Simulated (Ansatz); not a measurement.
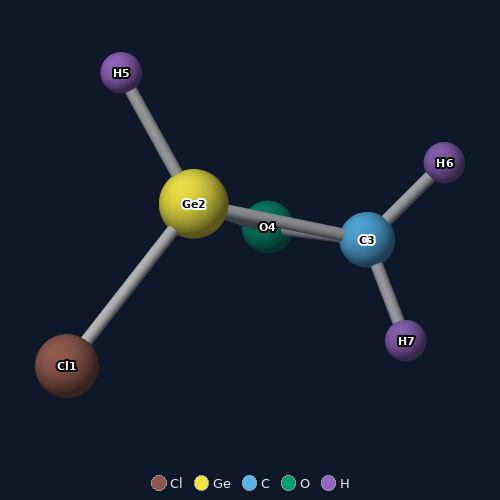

The system is CH3ClGeO, SMILES [Cl][GeH]1[CH2][O]1; the picture shows the reference structure. Coordinates scanned: (1) bond length C3–H6; (2) bond length C3–H7. Nothing is relaxed (all other coordinates rigid). The scan uses a 9 × 9 grid. Points are written as (first, second). All energies are given in kcal/mol relative to the lowest grid point. The reference is spin-restricted, which grows unreliable where a bond is stretched far. All numbers below come from RKS r2SCAN-D4/def2-SVP in Ansatz 0.2.0.

Its coordinates:

```csv
atom,x (Å),y (Å),z (Å)
Cl,-2.5947,0.0793,-0.2288
Ge,-0.4993,0.3847,-0.6038
C,0.7695,-0.1754,0.6969
O,0.4791,-1.1366,-0.3232
H,-0.2737,0.9666,-1.9888
H,1.7957,0.2270,0.6996
H,0.3847,-0.4136,1.7022
```

Range: bond length C3–H6 from 0.948 to 1.543 Å; bond length C3–H7 from 0.904 to 1.654 Å.

Predict the map.

The lowest grid point is at (1.097 Å, 1.091 Å). It is the only kind of minimum in the scanned range. The highest grid point, (1.543 Å, 1.654 Å), lies 79.4 kcal/mol above the lowest. Round the minimum the contours are nearly round: the two directions are equally stiff and uncoupled.

| bond length C3–H7 ↓, bond length C3–H6 → | 0.948 | 1.022 | 1.097 | 1.171 | 1.246 | 1.320 | 1.394 | 1.469 | 1.543 |
| --- | --- | --- | --- | --- | --- | --- | --- | --- | --- |
| 1.654 | 57.1 | 47.6 | 44.8 | 46.5 | 51.0 | 57.2 | 64.2 | 71.8 | 79.4 |
| 1.560 | 47.7 | 38.2 | 35.5 | 37.1 | 41.6 | 47.8 | 54.8 | 62.4 | 70.0 |
| 1.466 | 38.1 | 28.7 | 25.9 | 27.6 | 32.0 | 38.2 | 45.2 | 52.8 | 60.3 |
| 1.373 | 29.0 | 19.5 | 16.7 | 18.3 | 22.8 | 28.9 | 35.9 | 43.4 | 51.0 |
| 1.279 | 20.7 | 11.2 | 8.4 | 10.0 | 14.4 | 20.4 | 27.4 | 34.9 | 42.5 |
| 1.185 | 14.5 | 5.0 | 2.1 | 3.7 | 8.1 | 14.1 | 21.0 | 28.5 | 36.1 |
| 1.091 | 12.3 | 2.9 | 0.0 | 1.5 | 5.9 | 11.9 | 18.8 | 26.3 | 33.8 |
| 0.998 | 17.4 | 7.9 | 5.0 | 6.6 | 10.9 | 16.9 | 23.8 | 31.2 | 38.7 |
| 0.904 | 34.8 | 25.3 | 22.5 | 24.0 | 28.3 | 34.3 | 41.2 | 48.6 | 56.2 |

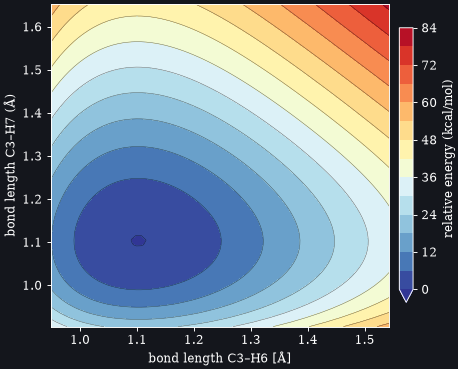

Drawn: filled contours. Between grid points the surface is interpolated.

The whole map (81 points run) took 13 min on 1 thread of Arm Neoverse V1, on a shared host.
